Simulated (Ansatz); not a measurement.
# How Zn(0001) screens a field, part 2 of 2

Aim: image plane and induced charge of Zn(0001).

Ansatz 0.2.0; plane-wave DFT, r2SCAN, Ansatz PAW.

So far. Step 7 (Single point, field 0.2 V/Å): The dipole is 0.121 e·Å.

## 8. Single point, field -0.2 V/Å

File input.yaml:

```yaml
crystal:
  lattice:
    - [2.66, 0.0, 0.0]
    - [1.33, 2.3036275741, 0.0]
    - [0.0, 0.0, 32.81088]
  atoms:
    - { symbol: Zn, position: [0.0, 0.0, 0.2742992568] }
    - { symbol: Zn, position: [0.6666666667, 0.6666666667, 0.3495328379] }
    - { symbol: Zn, position: [0.0, 0.0, 0.4247664189] }
    - { symbol: Zn, position: [0.6666666667, 0.6666666667, 0.5] }
    - { symbol: Zn, position: [0.0, 0.0, 0.5752335811] }
    - { symbol: Zn, position: [0.6666666667, 0.6666666667, 0.6504671621] }
    - { symbol: Zn, position: [0.0, 0.0, 0.7257007432] }
kpoints:
  mp_grid: { grid: [24, 24, 1] }
hamiltonian:
  xc: r2scan
scf:
  occupations: { method: fermi_dirac, width: 0.1 }
  convergence: { dr2_threshold: 1.0e-10 }
efield:
  axis: 3
  dipole_correction: true
  ramp_position: 0.97
  ramp_width: 0.06
  amplitude: -0.2
output:
  forces: true
  write_potential: true
  write_density: true
  volumetric_format: npy
```

On the command line:

```console
ansatz run input.yaml --threads 8 --pin off --max-ram 12288MiB --backend cpu --events-out ev --progress --plain --runs-dir out
```

Numbers of over 12 decimals in the logs are rounded to 6 here.

The log of the run:

```text
[...]
Crystal: 7 atoms, lattice volume = 201.054 Å³
Basis set: ecut = 500 eV, 5075 PW (Γ), exchange–correlation on 80×80×960 points (64 copies of the dense FFT grid, shifted against one another)
Bands: 51, of which v1, the nominal top of the filled ones, is band 42 counted from 1 (41 counted from 0)
Symmetry: 6 space group operations
k-points: 61 of 576 (time reversal used)
[...]
k-point 0: bands = [... 38 lower, -3.4126, -3.2027, -2.0392, -0.4673, 0.7977, 2.8689, 4.8561, 6.6647, ... 5 higher]
  k-point 1: bands = [... 38 lower, -3.4140, -3.1215, -1.9814, -0.4246, 0.8713, 2.9235, 4.9078, 6.7142, ... 5 higher]
  k-point 2: bands = [... 38 lower, -3.4182, -2.9435, -1.8189, -0.2979, 1.0879, 3.0875, 5.0627, 6.8626, ... 5 higher]
  k-point 60: bands = [... 38 lower, 4.2335, 4.2939, 4.4593, 4.5512, 5.0051, 5.0720, 5.1733, 5.8594, ... 5 higher]
[key lines of the parts left out:]
SCF converged after 18 iterations
Free energy (F): -23279.339724 eV
Fermi energy:    3.766842 eV
Dipole field:    D = -0.109102 V/Å  (p = -0.121223 e·Å, saw-weighted, corrected)
```

The job ended after 69 s (8 threads of Arm Neoverse N1, shared host; peak memory 1.5 GiB).

The dipole is -0.121 e·Å.

## 9. Atoms held, field 0.4 V/Å

Changes to input.yaml since step 8:

```diff
@@ -25,3 +25,3 @@
   ramp_width: 0.06
-  amplitude: -0.2
+  amplitude: 0.4
 output:
@@ -31 +31,2 @@
   volumetric_format: npy
+  elf: true
```

The log of the run:

```text
[...]
Crystal: 7 atoms, lattice volume = 201.054 Å³
Basis set: ecut = 500 eV, 5075 PW (Γ), exchange–correlation on 80×80×960 points (64 copies of the dense FFT grid, shifted against one another)
Bands: 51, of which v1, the nominal top of the filled ones, is band 42 counted from 1 (41 counted from 0)
Symmetry: 6 space group operations
k-points: 61 of 576 (time reversal used)
[...]
k-point 0: bands = [... 38 lower, -3.4114, -3.2090, -2.0455, -0.4738, 0.7917, 2.8614, 4.8416, 6.4192, ... 5 higher]
  k-point 1: bands = [... 38 lower, -3.4128, -3.1278, -1.9877, -0.4311, 0.8652, 2.9160, 4.8933, 6.4686, ... 5 higher]
  k-point 2: bands = [... 38 lower, -3.4170, -2.9498, -1.8253, -0.3043, 1.0817, 3.0800, 5.0480, 6.6168, ... 5 higher]
  k-point 60: bands = [... 38 lower, 4.2270, 4.2873, 4.4527, 4.5447, 4.9981, 5.0655, 5.1678, 5.8530, ... 5 higher]
[key lines of the parts left out:]
SCF converged after 15 iterations
Free energy (F): -23279.376101 eV
Fermi energy:    3.760178 eV
Dipole field:    D = 0.218320 V/Å  (p = 0.242574 e·Å, saw-weighted, corrected)
```

Elapsed: 60 s, on 8 threads; peak memory 1.5 GiB.

Running mean over 2.468 Å of the planar mean, with the applied field; the ramp of the sawtooth is left out. The electron's electrostatic potential energy less the Fermi level by z:

```
z (Å)  electron's electrostatic potential energy less the Fermi level (eV)
  5.0                                                                 3.24
  7.5                                                                0.649
 10.0                                                                -6.34
 12.5                                                                -6.44
 15.0                                                                -6.47
 17.5                                                                -6.47
 20.0                                                                -6.44
 22.5                                                                -6.36
 25.0                                                                -1.33
 27.5                                                                 5.08
```

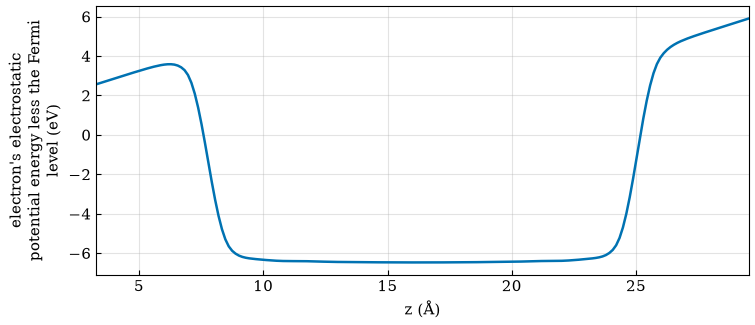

Electron's electrostatic potential energy less the Fermi level, plotted against z.

The dipole is 0.243 e·Å.

## 10. The response

This step: plane-wave DFT, r2SCAN, Ansatz PAW; screening of a field by a metal slab (Ansatz 0.2.0).

The dipoles give the slope, and the difference of two potentials shows where the field is screened.

This step gave:

```
equivalent conductor thickness p/(ε₀AE)      : 17.90 Å
distance between the outer atoms             : 14.81 Å
inner field over outer field                 : 0.001171
image plane, upper face                      : 1.535 Å
induced electrons on the upper face over ε₀E : -1.001
image plane, lower face                      : 1.535 Å
induced electrons on the lower face over ε₀E : 1.001
```

Table of dipole of the cell by applied field:

```
applied field (V/Å)  dipole of the cell (e·Å)
             -0.200                    -0.121
             -0.100                   -0.0606
             -0.050                   -0.0303
              0.000                   -7.2e-7
              0.050                    0.0303
              0.100                    0.0606
              0.200                     0.121
              0.400                     0.243
```

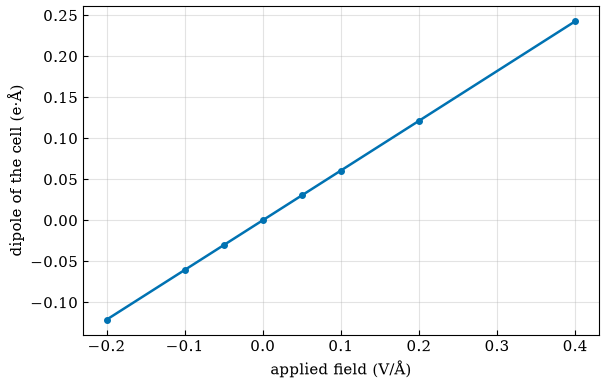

Dipole of the cell, plotted against applied field.

Local field over the applied field, running mean. From the potentials at -0.05 and 0.05 V/Å; running mean over 2.468 Å. Table of local field over applied field by z:

```
z (Å)  local field over applied field
  5.0                           0.988
  7.5                           0.483
 10.0                         0.00758
 12.5                         0.00399
 15.0                         0.00159
 17.5                         0.00101
 20.0                         0.00392
 22.5                          0.0108
 25.0                           0.365
 27.5                           0.978
```

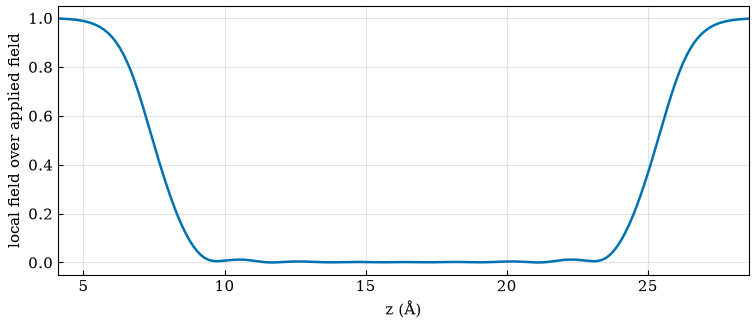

Local field over applied field, plotted against z.

The induced electron density oscillates, so the rows of the table below give means over windows of 2 Å about each position, cut where the curve ends. Its maxima inside the range that stand out by 2 % of the span (Å: e/Å³ per V/Å): 7.8: 0.00377, 10.3: 5.7e-4, 12.3: 1.7e-4, 19.5: 9.5e-5, 21.7: 2.4e-4, 23.5: 5.8e-4. Its minima: 9.3: -5.8e-4, 11.1: -2.4e-4, 13.3: -9.5e-5, 20.5: -1.7e-4, 22.6: -5.7e-4, 25.0: -0.00377.

Electrons, planar mean, per unit field. Table of induced electron density by z; means over each step:

```
z (Å)  induced electron density (e/Å³ per V/Å)
    6                                   6.0e-4
    8                                  0.00219
   10                                  -1.7e-5
   12                                  -2.2e-5
   14                                  -1.0e-5
   16                                  -5.1e-6
   18                                  -5.4e-6
   20                                  -2.2e-5
   22                                  -9.4e-5
   24                                  -8.0e-4
   26                                 -0.00177
   28                                  -8.9e-5
```

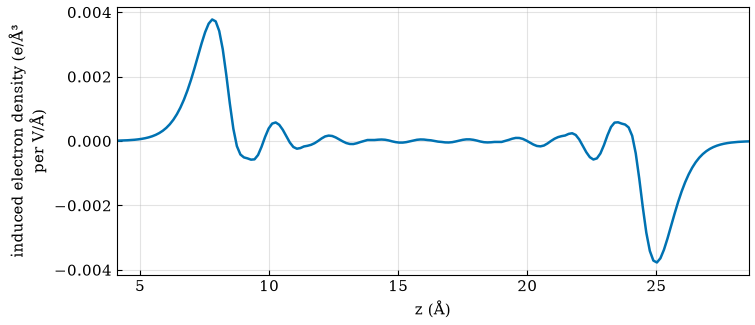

Induced electron density, plotted against z.

By hand: between -0.05 and 0.05 V/Å the dipole changes by 0.06060 e·Å, a slope of 0.6060 e·Å²/V. A perfect conductor of thickness t has p = ε₀AEt, so t = 180.95 × 0.6060 / 6.128 = 17.90 Å (e/ε₀ = 180.95 V·Å, A in Å²). Less the 14.81 Å between the outer atoms, and halved, that puts each image plane 1.54 Å out.

The induced dipole is that of a conductor 17.90 Å thick.

## 11. The same run with other settings

This step: plane-wave DFT, r2SCAN, Ansatz PAW, but for the change named below (Ansatz 0.2.0).

An input spoilt on purpose, to show how the run answers: it repeats the earlier run at 0.05 V/Å with magnetization to spin_polarized: true, spin_orbit: true and hamiltonian.pseudopotentials to kind: nc, and scf.max_iter set to 50.

Changes to input.yaml since step 9:

```diff
@@ -17,2 +17,3 @@
   xc: r2scan
+  pseudopotentials: { kind: nc }
 scf:
@@ -20,2 +21,3 @@
   convergence: { dr2_threshold: 1.0e-10 }
+  max_iter: 50
 efield:
@@ -25,3 +27,3 @@
   ramp_width: 0.06
-  amplitude: 0.4
+  amplitude: 0.05
 output:
@@ -31,2 +33,4 @@
   volumetric_format: npy
-  elf: true
+magnetization:
+  spin_polarized: true
+  spin_orbit: true
```

The log of the run:

```text
Error: 2 input errors — fix all and re-run
  1. inconsistent input (magnetization.spin_orbit, magnetization.noncollinear): true requires noncollinear: true — spin–orbit coupling acts on 2-spinor wavefunctions; set both flags
  2. inconsistent input (magnetization.spin_orbit, hamiltonian.pseudopotentials.kind): true requires a fully-relativistic hamiltonian.pseudopotentials.kind (nc_fr or paw_fr), or kind: all_electron without datasets and azcp, which then solves Dirac's equation on LAPW. paw_fr resolves this project's PAW files (source: ansatz) by j as it reads them
```

Run time: 0.03 s. Hardware: 8 threads; peak memory 0.031 GiB.

The input was rejected at the start.

The program's message: “Error: 2 input errors — fix all and re-run”

The fault put into the input: spin-orbit coupling asked of a collinear run on scalar files.

## 12. A changed input

This step: plane-wave DFT, r2SCAN, Ansatz PAW (Ansatz 0.2.0).

An input spoilt on purpose, to show how the run answers: it repeats the earlier run at 0.05 V/Å with efield.axis from 3 to 2, and scf.max_iter set to 100.

Changes to input.yaml since step 11:

```diff
@@ -17,3 +17,2 @@
   xc: r2scan
-  pseudopotentials: { kind: nc }
 scf:
@@ -21,5 +20,5 @@
   convergence: { dr2_threshold: 1.0e-10 }
-  max_iter: 50
+  max_iter: 100
 efield:
-  axis: 3
+  axis: 2
   dipole_correction: true
@@ -33,4 +32 @@
   volumetric_format: npy
-magnetization:
-  spin_polarized: true
-  spin_orbit: true
```

The log of the run:

```text
Engine: ansatz 0.2.0, aarch64-unknown-linux-gnu
Pseudopotentials: kind: paw
Pseudopotential: Zn, paw, valence charge 12, recommended cutoff 500 eV (meta_gga), Zn.paw.azcp
Functional definition: r2SCAN
  parameter k0 = 0.174
  parameter k1 = 0.065
  parameter a1 = 4.9479
  exchange = r2scan_x(k0 = k0, k1 = k1, a1 = a1)
  correlation = r2scan_c
Crystal: 7 atoms, lattice volume = 201.054 Å³
Basis set: ecut = 500 eV, 5075 PW (Γ), exchange–correlation on 80×80×960 points (64 copies of the dense FFT grid, shifted against one another)
Bands: 51, of which v1, the nominal top of the filled ones, is band 42 counted from 1 (41 counted from 0)
Symmetry: 4 space group operations
k-points: 157 of 576 (time reversal used)
Non-local potential: Zn, projectors of the file, l = 0: 2, l = 1: 2, l = 2: 3, l = 3: 1
PAW form: soft (Blöchl's): semilocal exchange-correlation on the pseudo side does not see the compensation charge
PAW frozen core: Zn, regenerated for the run's functional (the file was generated under x = pbe(κ = 0.804, μ = 0.219515), c = pbe(β = 0.066725))
PAW one-centre angular grid: Zn, 590 points (default); XC on 261 of its mesh's 2673 points in the sphere
Initial density: superposition of atomic densities (neutral atoms: chi_scale 0, normalization atom), corrected by the library's trained network
Initial wavefunctions: pseudopotential atomic-orbital guess
Functional: x = r2scan, c = r2scan; τ floored in thin density (d = 2e-4 eV/Å³)
Error: efield: ion 0 (Zn) at fractional coordinate 0.0000 along the field axis lies inside the sawtooth ramp with 2 of the planes that the density is read on at each end, [0.8700, 0.1300] — the ramp must sit in vacuum (an ion there feels the fictitious reversed slope); set or move the ramp (efield.ramp_position / ramp_width) or move the geometry
```

It took 0.56 s on 8 threads; peak memory 0.96 GiB.

The program refused the input before any cycle.

The program's message: “Error: efield: ion 0 (Zn) at fractional coordinate 0.0000 along the field axis lies inside the sawtooth ramp with 2 of the planes that the density is read on at each end, [0.8700, 0.1300] — the ramp m …”

The fault put into the input: the field along an axis without vacuum.

## 13. What came out

| Quantity | Value |
| --- | --- |
| work function | 4.21 eV |
| image plane, upper face | 1.53 Å |
| induced electrons on the upper face over ε₀E | -1.00 |
| equivalent conductor thickness p/(ε₀AE) | 17.9 Å |
| inner field over outer field | 0.00117 |

In words: The induced charge has its centre 1.53 Å outside the outermost atoms; this is the plane from which a capacitor's gap or an image potential counts. The equivalent conductor thickness exceeds the distance between the outer atoms by 3.09 Å, about the sum of the two image-plane distances. In the middle of the slab the field is screened to under 0.5 % of its outer value. The atoms are held at bulk positions with the tabulated experimental lattice constant.

[Logs are printed without paths, hosts, clocks, repeated set-up lines and the standing remarks that a program may print on its own settings, such as how far it seeks lower states.]

[Hosts, paths, dates, database ids (printed as entryN), source tags and the programs' standing remarks are cut or masked in the printed files.]

[Maps of the electrostatic potential energy from Ansatz leave out the sawtooth potential of an applied field or a dipole correction, so their vacuum need not be flat; planar profiles and work functions include it.]
